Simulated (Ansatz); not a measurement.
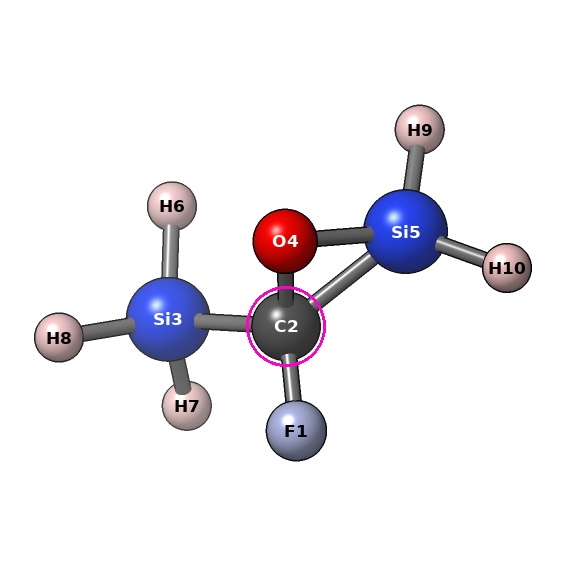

Atoms fade into the background with distance from the viewer. Circles mark the stereogenic atoms. The computed structure is the end point of a PBE0-D4/def2-TZVP optimisation. No frequency run is at hand to confirm it as a minimum.

What are the Cahn–Ingold–Prelog descriptors?

Answer. C2: R (priorities Si5 > Si3 > F1 > O4).
